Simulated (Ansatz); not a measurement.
# Quasi-harmonic thermodynamics of GaAs (F-43m), part 3 of 4

How much does GaAs expand with temperature?

What experiment has found for this phase:
- volume expansion coefficient 16.2 1e-6/K, heat capacity C_P per formula unit 46.8 J/mol/K and bulk modulus 74.8 GPa near room temperature (given in “High-Throughput Prediction of Finite-Temperature Properties using the Quasi-Harmonic Approximation”, 2016, arXiv:1603.06924)

Ansatz 0.2.0; DFT LDA, scalar-relativistic, plane waves, PAW.

So far, principal linear expansion coefficients at 298 K (× 1e-6/K): step 5 (phonons on strained cells, cutoff 487.2 eV, k-mesh 12×12×12) 4.78. Also isothermal bulk modulus at 298 K (GPa): step 5 71.0. The relaxed cell has a = 5.603 Å (conventional setting).

## Step 6: Phonons on strained cells, k-mesh 8×8×8, q-mesh 4×4×4

Thermal expansion follows from how the free energy of the vibrations (and of the electrons in a metal) changes with strain, so the program makes strained cells, their phonons and a fit in one run.

Contents of input.yaml:

```yaml
crystal:
  lattice:
    - [0.0, 2.8015748695, 2.8015748695]
    - [2.8015748695, 0.0, 2.8015748695]
    - [2.8015748695, 2.8015748695, 0.0]
  atoms:
    - { symbol: Ga, position: [0.0, 0.0, 0.0] }
    - { symbol: As, position: [0.25, 0.25, 0.25] }
kpoints:
  mp_grid: { grid: [8, 8, 8] }
hamiltonian:
  xc: lda
scf:
  occupations: { method: fixed }
  lower_state_search: "off"
output:
  eigenvalues: true
phonons:
  method: dfpt
  qmesh: [4, 4, 4]
  temperatures: { t_max: 800.0, t_step: 50 }
  thermal_expansion: {}
```

On the command line:

```
$ ansatz run input.yaml --threads 8 --pin off --max-ram 16384MiB --backend cpu --events-out ev --progress --plain --runs-dir out
```

Numbers of over 12 decimals in the logs are rounded to 6 here.

The program printed:

```text
[...]
Crystal: 2 atoms, lattice volume = 43.978 Å³
Basis set: ecut = 487.2 eV, 1067 PW (Γ), exchange–correlation on 60×60×60 points (8 copies of the dense FFT grid, shifted against one another)
Bands: 18, of which v1, the nominal top of the filled ones, is band 14 counted from 1 (13 counted from 0)
Symmetry: 24 space group operations
[...]
k-points: 29 of 512 (time reversal used)
[...]
SCF iter   1: F=—  HF=-8481.296770 eV  |F-HF|=—  |Δ(HF+E_count)|=         —  Δρ=5.00e-3  dr2=7.06e-3  ethr=1.77e-3  ⟨swp⟩=4.7  Hψ=2174  notcnv=0  defer=49
[...]
SCF iter   8: F=-8481.293600 eV  HF=-8481.293600 eV  |F-HF|=2.73e-11  |Δ(HF+E_count)|=  2.00e-11  Δρ=2.23e-7  dr2=1.13e-11  ethr=1.00e-12  ⟨swp⟩=5.2  Hψ=3067  notcnv=0
SCF 1 converged in 8 iterations: F = -8481.293600 eV  dr2 = 1.13e-11
[...]
relax step   1: F+E_penalty+E_count = -8481.29359956 eV  Δ(F+E_penalty+E_count) = +0.000e0 eV  max|allowed force component| = 1.110e-16 eV/Å  Δτ_max = 0.0000 Å  (8 SCF iters, accepted)
SCF converged after 8 iterations
Free energy (F): -8481.293600 eV
[...]
Internal energy: -8481.293600 eV  (E = F + TS)
E sigma→0 (E₀):  -8481.293600 eV
Fermi energy:    8.241722 eV
[...]
--- Stress (GPa, compression-positive) ---
       -0.026016       0.000000      -0.000000
       -0.000000      -0.026016       0.000000
       -0.000000       0.000000      -0.026016
  P = ⅓ Tr σ = -0.0260 GPa (-0.260 kbar)
--- Band table (eV; the first three rows and the last of 29) ---
  k-point 0: bands = [... 10 lower, -4.7372, 8.2417, 8.2417, 8.2417, 8.7279, 11.9351, 11.9351, 11.9351]
  k-point 1: bands = [... 10 lower, -4.5477, 6.2198, 7.9940, 7.9940, 9.8096, 12.2951, 12.2951, 12.4023]
  k-point 2: bands = [... 10 lower, -4.0184, 3.9875, 7.5346, 7.5346, 9.6312, 12.8223, 12.8223, 14.1875]
  k-point 28: bands = [... 10 lower, -2.0620, 1.4386, 4.5578, 4.7483, 12.8938, 12.9029, 13.6283, 14.2087]
── thermal expansion: 3 new cells, 3 in all ──
thermal expansion: relaxation of cell 2
thermal expansion: relaxation of cell 3
── thermal expansion: 2 new cells, 5 in all ──
thermal expansion: relaxation of cell 4
thermal expansion: electrons of cell 4
thermal expansion: phonons of cell 4
thermal expansion: relaxation of cell 5
thermal expansion: electrons of cell 1
thermal expansion: electrons of cell 2
thermal expansion: electrons of cell 3
thermal expansion: electrons of cell 5
thermal expansion: phonons of cell 5
── thermal expansion: 5 new cells, 10 in all ──
thermal expansion: relaxation of cell 6
thermal expansion: relaxation of cell 7
thermal expansion: relaxation of cell 8
thermal expansion: relaxation of cell 9
thermal expansion: relaxation of cell 10
thermal expansion: electrons of cell 6
thermal expansion: electrons of cell 7
thermal expansion: electrons of cell 8
thermal expansion: electrons of cell 9
thermal expansion: electrons of cell 10
thermal expansion: phonons of cell 6
thermal expansion: phonons of cell 7
--- Relaxed structure (1 steps of the walk, 1 accepted, 0 SCFs on fresh bases) ---
  F+E_penalty+E_count = -8481.29359956 eV   max|allowed force component| = 1.110e-16 eV/Å
  atoms:
    - { symbol: Ga, position: [0.0, 0.0, 0.0] }
    - { symbol: As, position: [0.25, 0.25, 0.25] }
--- Thermal expansion: 10 cells in 3 rounds, 0 GPa ---
  no lower state was looked for at cell 4: scf.lower_state_search: off
  without vibrations: a 3.96157, b 3.96157, c 3.96157 Å, V 43.9628 Å³, B 74.52 GPa
  at 0 K: a 3.96650, b 3.96650, c 3.96650 Å, V 44.1272 Å³, B 73.57 GPa
  zero-point expansion: a +0.125, b +0.125, c +0.125, V +0.374 %
[...]
0.00    3.96650    3.96650    3.96650    44.1272 |    0.00    0.00    0.00    0.00 |   10.34 |     0.000     0.000 |    73.57    73.57
   100.00    3.96669    3.96669    3.96669    44.1336 |    2.41    2.41    2.41    7.24 |   14.83 |    29.328    29.317 |    73.25    73.27
   200.00    3.96832    3.96832    3.96832    44.1882 |    5.26    5.26    5.26   15.79 |   17.39 |    42.703    42.607 |    72.38    72.55
   298.15    3.97058    3.97058    3.97058    44.2637 |    6.20    6.20    6.20   18.60 |       - |    46.563    46.366 |    71.44    71.75
   350.00    3.97189    3.97189    3.97189    44.3074 |    6.47    6.47    6.47   19.41 |   19.03 |    47.542    47.292 |    70.94    71.31
   450.00    3.97454    3.97454    3.97454    44.3960 |    6.82    6.82    6.82   20.46 |   19.68 |    48.648    48.295 |    69.95    70.46
   550.00    3.97730    3.97730    3.97730    44.4887 |    7.07    7.07    7.07   21.22 |   20.18 |    49.275    48.817 |    68.96    69.61
   650.00    3.98016    3.98016    3.98016    44.5847 |    7.28    7.28    7.28   21.85 |   20.61 |    49.689    49.123 |    67.97    68.75
   750.00    3.98309    3.98309    3.98309    44.6835 |    7.47    7.47    7.47   22.42 |   20.99 |    49.998    49.318 |    66.97    67.89
   800.00    3.98459    3.98459    3.98459    44.7339 |    7.57    7.57    7.57   22.70 |   21.16 |    50.129    49.391 |    66.47    67.47
[...]
vibrations' free energy: its fit passes through its cells
[...]
free energies summed between the sampled wave vectors
[...]
band gaps on the cells' k-points are 0.225 to 0.716 eV
```

Run time: 5.9 min. Hardware: 8 threads of Arm Neoverse V2, shared host; peak memory 1.4 GiB.

Numbers from this step:

| Item | Value |
| --- | --- |
| pressure | -0.02602 GPa |
| gap on the k-mesh | 0.4861 eV |
| volume expansion coefficient at 298 K | 18.60 1e-6/K |
| C_P at 298 K | 23.28 J/mol-atom/K |
| entropy at 298 K | 32.66 J/mol-atom/K |
| isothermal bulk modulus at 298 K | 71.44 GPa |
| Grüneisen parameter at 298 K | 0.7639 |
| volume at 298 K | 22.13 Å³/atom |
| principal linear expansion coefficients at 298 K | 6.2, 6.2, 6.2 1e-6/K |

Strained cells of the study; zero-point energy where phonons were solved; the pressures are stresses at a fixed cutoff and can carry an offset from the finite basis. Expansion cells, by row:

| cell | \|a\| (Å) | \|b\| (Å) | \|c\| (Å) | V (Å³/atom) | E - E_lowest (meV/atom) | pressure, compression positive (GPa) | gap (eV) | zero-point energy (meV/atom) |
| --- | --- | --- | --- | --- | --- | --- | --- | --- |
| 1 | 3.962 | 3.962 | 3.962 | 21.99 | 0 | -0.038 | 0.4861 | - |
| 2 | 3.994 | 3.994 | 3.994 | 22.52 | 2.941 | -1.72 | 0.3062 | - |
| 3 | 3.931 | 3.931 | 3.931 | 21.47 | 2.896 | 1.841 | 0.6691 | - |
| 4 | 3.962 | 3.962 | 3.962 | 21.99 | 0 | -0.031 | 0.4868 | 33.73 |
| 5 | 3.982 | 3.982 | 3.982 | 22.32 | 1.168 | -1.107 | 0.3739 | 33.17 |
| 6 | 3.972 | 3.972 | 3.972 | 22.16 | 0.326 | -0.599 | 0.428 | 33.44 |
| 7 | 3.993 | 3.993 | 3.993 | 22.51 | 2.78 | -1.674 | 0.3114 | 32.85 |
| 8 | 3.923 | 3.923 | 3.923 | 21.34 | 4.617 | 2.356 | 0.7164 | - |
| 9 | 3.942 | 3.942 | 3.942 | 21.66 | 1.119 | 1.122 | 0.601 | - |
| 10 | 4.008 | 4.008 | 4.008 | 22.77 | 6.145 | -2.43 | 0.2247 | - |

Quasi-harmonic; a, b, c are the run's own cell vectors. Expansion, by row:

| T (K) | a (Å) | b (Å) | c (Å) | alpha (deg) | beta (deg) | gamma (deg) | cell volume (Å³/cell) | alpha_a (1e-6/K) | alpha_b (1e-6/K) | alpha_c (1e-6/K) | alpha_V (1e-6/K) | C_P (J/mol-atom/K) | C_V (J/mol-atom/K) | S (J/mol-atom/K) | B_T (GPa) | B_S (GPa) | Grueneisen | extrapolation | fit error (1e-6/K) |
| --- | --- | --- | --- | --- | --- | --- | --- | --- | --- | --- | --- | --- | --- | --- | --- | --- | --- | --- | --- |
| 0 | 3.966 | 3.966 | 3.966 | 60 | 60 | 60 | 44.13 | 0 | 0 | 0 | 0 | 0 | 0 | 0 | 73.57 | 73.57 | - | 0 | 0 |
| 50 | 3.966 | 3.966 | 3.966 | 60 | 60 | 60 | 44.13 | -0.07 | -0.07 | -0.07 | -0.21 | 6.841 | 6.841 | 3.683 | 73.52 | 73.52 | -0.03 | 0 | 0 |
| 100 | 3.967 | 3.967 | 3.967 | 60 | 60 | 60 | 44.13 | 2.41 | 2.41 | 2.41 | 7.24 | 14.66 | 14.66 | 10.99 | 73.25 | 73.27 | 0.481 | 0 | 0 |
| 150 | 3.967 | 3.967 | 3.967 | 60 | 60 | 60 | 44.16 | 4.26 | 4.26 | 4.26 | 12.78 | 19.11 | 19.08 | 17.88 | 72.84 | 72.93 | 0.649 | 0 | 0.01 |
| 200 | 3.968 | 3.968 | 3.968 | 60 | 60 | 60 | 44.19 | 5.26 | 5.26 | 5.26 | 15.79 | 21.35 | 21.3 | 23.71 | 72.38 | 72.55 | 0.714 | 0 | 0.01 |
| 250 | 3.969 | 3.969 | 3.969 | 60 | 60 | 60 | 44.23 | 5.84 | 5.84 | 5.84 | 17.53 | 22.57 | 22.5 | 28.62 | 71.91 | 72.14 | 0.746 | 0 | 0.01 |
| 298.1 | 3.971 | 3.971 | 3.971 | 60 | 60 | 60 | 44.26 | 6.2 | 6.2 | 6.2 | 18.6 | 23.28 | 23.18 | 32.66 | 71.44 | 71.75 | 0.764 | 0 | 0.02 |
| 300 | 3.971 | 3.971 | 3.971 | 60 | 60 | 60 | 44.27 | 6.21 | 6.21 | 6.21 | 18.63 | 23.3 | 23.2 | 32.81 | 71.42 | 71.73 | 0.764 | 0 | 0.02 |
| 350 | 3.972 | 3.972 | 3.972 | 60 | 60 | 60 | 44.31 | 6.47 | 6.47 | 6.47 | 19.41 | 23.77 | 23.65 | 36.44 | 70.94 | 71.31 | 0.777 | 0 | 0.02 |
| 400 | 3.973 | 3.973 | 3.973 | 60 | 60 | 60 | 44.35 | 6.66 | 6.66 | 6.66 | 19.99 | 24.09 | 23.94 | 39.63 | 70.44 | 70.89 | 0.786 | 0 | 0.02 |
| 450 | 3.975 | 3.975 | 3.975 | 60 | 60 | 60 | 44.4 | 6.82 | 6.82 | 6.82 | 20.46 | 24.32 | 24.15 | 42.48 | 69.95 | 70.46 | 0.792 | 0 | 0.02 |
| 500 | 3.976 | 3.976 | 3.976 | 60 | 60 | 60 | 44.44 | 6.96 | 6.96 | 6.96 | 20.87 | 24.5 | 24.3 | 45.06 | 69.46 | 70.03 | 0.798 | 0 | 0.01 |
| 550 | 3.977 | 3.977 | 3.977 | 60 | 60 | 60 | 44.49 | 7.07 | 7.07 | 7.07 | 21.22 | 24.64 | 24.41 | 47.4 | 68.96 | 69.61 | 0.803 | 0 | 0.01 |
| 600 | 3.979 | 3.979 | 3.979 | 60 | 60 | 60 | 44.54 | 7.18 | 7.18 | 7.18 | 21.55 | 24.75 | 24.49 | 49.55 | 68.46 | 69.18 | 0.808 | 0 | 0.01 |
| 650 | 3.98 | 3.98 | 3.98 | 60 | 60 | 60 | 44.58 | 7.28 | 7.28 | 7.28 | 21.85 | 24.84 | 24.56 | 51.53 | 67.97 | 68.75 | 0.812 | 0 | 0.01 |
| 700 | 3.982 | 3.982 | 3.982 | 60 | 60 | 60 | 44.63 | 7.38 | 7.38 | 7.38 | 22.14 | 24.93 | 24.61 | 53.38 | 67.47 | 68.32 | 0.816 | 0 | 0.02 |
| 750 | 3.983 | 3.983 | 3.983 | 60 | 60 | 60 | 44.68 | 7.47 | 7.47 | 7.47 | 22.42 | 25 | 24.66 | 55.1 | 66.97 | 67.89 | 0.819 | 0 | 0.03 |
| 800 | 3.985 | 3.985 | 3.985 | 60 | 60 | 60 | 44.73 | 7.57 | 7.57 | 7.57 | 22.7 | 25.07 | 24.7 | 56.72 | 66.47 | 67.47 | 0.823 | 0 | 0.04 |

Table of expansion coefficient by temperature; values in 1e-6/K:

| temperature (K) | volume | principal 1 |
| --- | --- | --- |
| 0 | 0 | 0 |
| 50 | -0.21 | -0.07 |
| 100 | 7.24 | 2.41 |
| 150 | 12.8 | 4.26 |
| 200 | 15.8 | 5.26 |
| 250 | 17.5 | 5.84 |
| 298 | 18.6 | 6.2 |
| 300 | 18.6 | 6.21 |
| 350 | 19.4 | 6.47 |
| 400 | 20.0 | 6.66 |
| 450 | 20.5 | 6.82 |
| 500 | 20.9 | 6.96 |
| 550 | 21.2 | 7.07 |
| 600 | 21.6 | 7.18 |
| 650 | 21.9 | 7.28 |
| 700 | 22.1 | 7.38 |
| 750 | 22.4 | 7.47 |
| 800 | 22.7 | 7.57 |

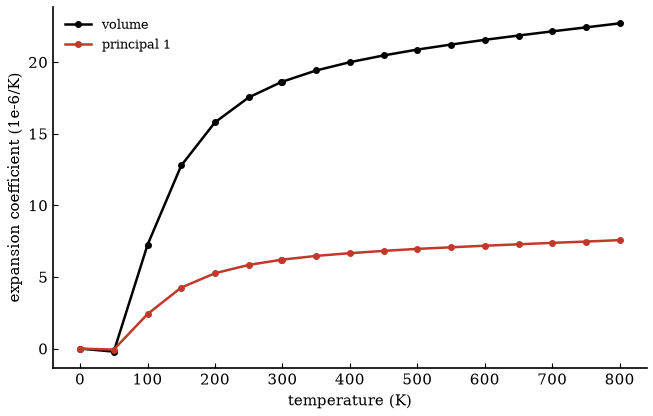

Expansion coefficient against temperature.

Changing the q-mesh (2×2×2 → 4×4×4) and the k-mesh (12×12×12 → 8×8×8) takes the volume expansion at 298 K from 14.3 to 18.6 × 10⁻⁶/K and B_T from 71.0 to 71.4 GPa.

## Step 7: Relaxing at another setting

The functional, the potentials or the cutoff change, so the crystal is relaxed again at the new setting.

input.yaml, the sections that differ from step 6:

```yaml
kpoints:
  mp_grid: { grid: [12, 12, 12] }
output:
  forces: true
  stress: true
  eigenvalues: true
  write_density: true
  write_potential: true
  elf: true
  volumetric_format: npy
basis:
  ecutwfc: 320.0
relax:
  adjacent_minimum: "off"
  f_tol: 0.001
  max_steps: 60
  cell: { stress_tol: 0.01 }
# crystal, hamiltonian, scf: as in step 6
# phonons: removed
```

The program printed:

```text
Warning: basis.ecutwfc = 320 eV is below the records' recommended 420 eV, and the density's cutoff is lower with it unless basis.ecutrho_ratio is high enough to keep the records' density cutoff: compare with a run at a higher cutoff
[...]
Crystal: 2 atoms, lattice volume = 43.978 Å³
Basis set: ecut = 320 eV, 537 PW (Γ)
Bands: 18, of which v1, the nominal top of the filled ones, is band 14 counted from 1 (13 counted from 0)
Symmetry: 24 space group operations
[...]
k-points: 72 of 1728 (time reversal used)
[...]
SCF iter   1: F=—  HF=-8481.236411 eV  |F-HF|=—  |Δ(HF+E_count)|=         —  Δρ=5.06e-3  dr2=7.68e-3  ethr=1.77e-3  ⟨swp⟩=4.2  Hψ=5142  notcnv=0  defer=108
[...]
SCF iter   6: F=-8481.230197 eV  HF=-8481.230197 eV  |F-HF|=2.30e-9  |Δ(HF+E_count)|=   1.19e-7  Δρ=6.01e-6  dr2=1.13e-8  ethr=3.57e-10  ⟨swp⟩=8.4  Hψ=8607  notcnv=0
SCF 1 converged in 6 iterations: F = -8481.230197 eV  dr2 = 1.13e-8
[...]
relax step   1: F+E_penalty+E_count = -8481.23019721 eV  Δ(F+E_penalty+E_count) = +0.000e0 eV  max|allowed force component| = 1.226e-16 eV/Å  Δτ_max = 0.0000 Å  P = -0.024 GPa  Ω = 43.978 Å³  (6 SCF iters, dr2 threshold 1.00e-7 eV, accepted)
Crystal: 2 atoms, lattice volume = 43.967 Å³
[...]
SCF iter   4: F=-8481.230393 eV  HF=-8481.230393 eV  |F-HF|=8.19e-11  |Δ(HF+E_count)|=  9.00e-10  Δρ=3.38e-7  dr2=5.88e-11  ethr=2.38e-12  ⟨swp⟩=6.0  Hψ=6120  notcnv=0
SCF 2 converged in 4 iterations: F = -8481.230393 eV  dr2 = 5.88e-11
relax step   2: F+E_penalty+E_count = -8481.23039321 eV  Δ(F+E_penalty+E_count) = -1.960e-4 eV  max|allowed force component| = 3.296e-17 eV/Å  Δτ_max = 0.0000 Å  P = +0.002 GPa  Ω = 43.967 Å³  energy of the carried Pulay correction = +1.952e-4 eV  (4 SCF iters, dr2 threshold 1.50e-9 eV, accepted)
[...]
SCF iter   5: F=-8481.230393 eV  HF=-8481.230393 eV  |F-HF|=3.64e-12  |Δ(HF+E_count)|=  7.28e-12  Δρ=3.40e-8  dr2=2.16e-13  ethr=1.00e-12  ⟨swp⟩=5.3  Hψ=7073  notcnv=0
SCF 3 converged in 5 iterations: F = -8481.230393 eV  dr2 = 2.16e-13
relax step   3: F+E_penalty+E_count = -8481.23039321 eV  Δ(F+E_penalty+E_count) = -4.729e-11 eV  max|allowed force component| = 3.296e-17 eV/Å  Δτ_max = 0.0000 Å  P = -0.006 GPa  Ω = 43.967 Å³  stress off target by 5.83e-3 GPa  SCF on the basis re-selected at this cell (its energy is not comparable with the rows above)  (5 SCF iters)
[...]
SCF converged after 5 iterations
Free energy (F): -8481.230393 eV
[...]
Internal energy: -8481.230393 eV  (E = F + TS)
E sigma→0 (E₀):  -8481.230393 eV
Fermi energy:    8.246075 eV
[...]
--- Stress (GPa, compression-positive) ---
       -0.005829       0.000000       0.000000
        0.000000      -0.005829       0.000000
        0.000000       0.000000      -0.005829
  P = ⅓ Tr σ = -0.0058 GPa (-0.058 kbar)
--- Band table (eV; the first three rows and the last of 72) ---
  k-point 0: bands = [... 10 lower, -4.7394, 8.2461, 8.2461, 8.2461, 8.7274, 11.9468, 11.9468, 11.9468]
  k-point 1: bands = [... 10 lower, -4.6550, 6.9887, 8.1259, 8.1259, 9.5881, 12.0977, 12.1210, 12.1210]
  k-point 2: bands = [... 10 lower, -4.4084, 5.4524, 7.8449, 7.8449, 9.8385, 12.5078, 12.5078, 12.9050]
  k-point 71: bands = [... 10 lower, -2.0659, 1.4389, 4.5586, 4.7491, 12.9038, 12.9083, 13.6352, 14.2197]
--- Relaxed structure (2 steps of the walk, 2 accepted, 1 SCFs on fresh bases) ---
[...]
cell:  # Å, volume = 43.9665 Å³
    - [0, 2.801329, 2.801329]
    - [2.801329, 0, 2.801329]
    - [2.801329, 2.801329, 0]
  atoms:
    - { symbol: Ga, position: [0, 0, 0] }
    - { symbol: As, position: [0.25, 0.25, 0.25] }
```

Elapsed: 1.7 s, on 8 threads; peak memory 0.4 GiB.

Little changed from the start: no atom moved by 0.005 Å and no cell edge by 0.1 %.

This step gave:

```
pressure          : -0.005829 GPa
gap on the k-mesh : 0.4813 eV
volume per atom   : 21.98 Å³/atom
```

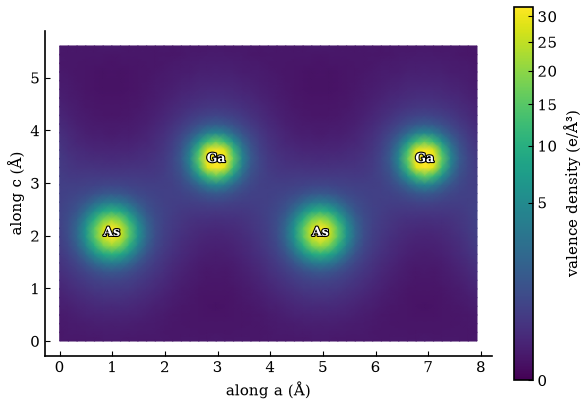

Valence density in the ac plane of a cell with a along [110], b along [-110] and c along [001] of the cube at fractional y = 0.000, with atoms of Ga and As within 0.2 Å of it. It is the smooth field of the valence electrons, not physical close to the nuclei. The map starts off the cell's origin, so that atoms lie inside it. The colour scale is stretched toward low values.

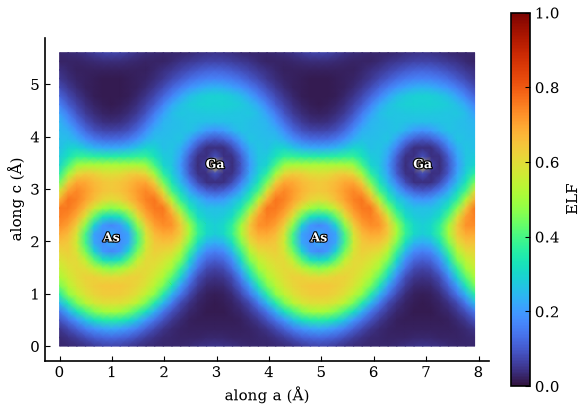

ELF in the ac plane of a cell with a along [110], b along [-110] and c along [001] of the cube at fractional y = 0.000, with atoms of Ga and As within 0.2 Å of it. It is the smooth field of the valence electrons, not physical close to the nuclei. The map starts off the cell's origin, so that atoms lie inside it.

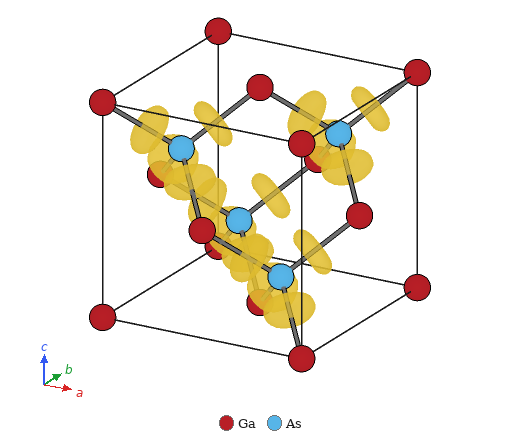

Surface of ELF = 0.68. Bonds to atoms that aren't drawn are left out.

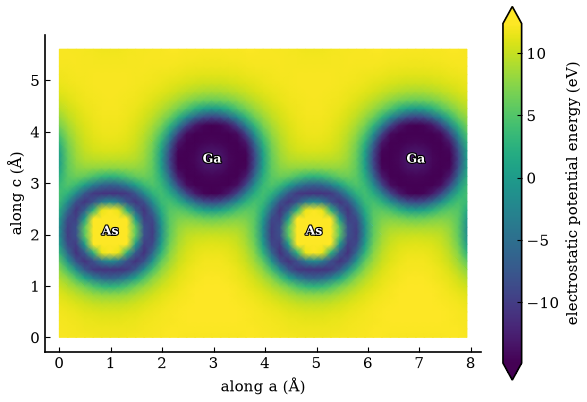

Electrostatic potential energy in the ac plane of a cell with a along [110], b along [-110] and c along [001] of the cube at fractional y = 0.000, with atoms of Ga and As within 0.2 Å of it. With pseudopotentials it is smooth inside the atoms' cores, unlike the true potential. The map starts off the cell's origin, so that atoms lie inside it.

The residual pressure is -0.0058 GPa, small enough for phonons.

## Step 8: Phonons on strained cells, cutoff 320 eV, q-mesh 4×4×4

The study relaxes the crystal at several strains, solves the phonons on some of them and minimises the free energy at each temperature (static energy, vibrations, the electrons in a metal, and PV under a set pressure); the q-mesh sets how far the force constants reach.

input.yaml, the sections that differ from step 7:

```yaml
crystal:
  lattice:
    - [0.0, 2.8013290369, 2.8013290369]
    - [2.8013290369, 0.0, 2.8013290369]
    - [2.8013290369, 2.8013290369, 0.0]
  atoms:
    - { symbol: Ga, position: [0.0, 0.0, 0.0] }
    - { symbol: As, position: [0.25, 0.25, 0.25] }
output:
  eigenvalues: true
phonons:
  method: dfpt
  qmesh: [4, 4, 4]
  temperatures: { t_max: 800.0, t_step: 50 }
  thermal_expansion: {}
# kpoints, hamiltonian, scf, basis: as in step 7
# relax: removed
```

The program printed:

```text
[...]
Warning: basis.ecutrho_ratio = 4 (ecutrho = 1280 eV) is below the records' recommended 1680 eV
[...]
Crystal: 2 atoms, lattice volume = 43.967 Å³
Basis set: ecut = 320 eV, 537 PW (Γ), exchange–correlation on 48×48×48 points (8 copies of the dense FFT grid, shifted against one another)
[...]
800.00    3.98573    3.98573    3.98573    44.7722 |    8.00    8.00    8.00   24.01 |   22.26 |    50.212    49.398 |    65.44    66.52
[...]
vibrations' free energy: its fit passes through its cells
[...]
free energies summed between the sampled wave vectors
[...]
band gaps on the cells' k-points are 0.211 to 0.711 eV
[key lines of the parts left out:]
SCF converged after 8 iterations
Free energy (F): -8481.230394 eV
Fermi energy:    8.246076 eV
P = ⅓ Tr σ = -0.0058 GPa (-0.058 kbar)
```

Wall time 11 min (8 threads); peak memory 3.6 GiB.

Changing the k-mesh (8×8×8 → 12×12×12) and the cutoff (487.2 → 320 eV) takes the volume expansion at 298 K from 18.6 to 19.5 × 10⁻⁶/K and B_T from 71.4 to 71.0 GPa.

[end of part 3 of 4]

[Logs are printed without paths, hosts, clocks, repeated set-up lines and the standing remarks that a program may print on its own settings, such as how far it seeks lower states.]

[Hosts, paths, dates, database ids (printed as entryN), source tags and the programs' standing remarks are cut or masked in the printed files.]

[A step with changed settings may run another functional than the one named; its input shows which.]
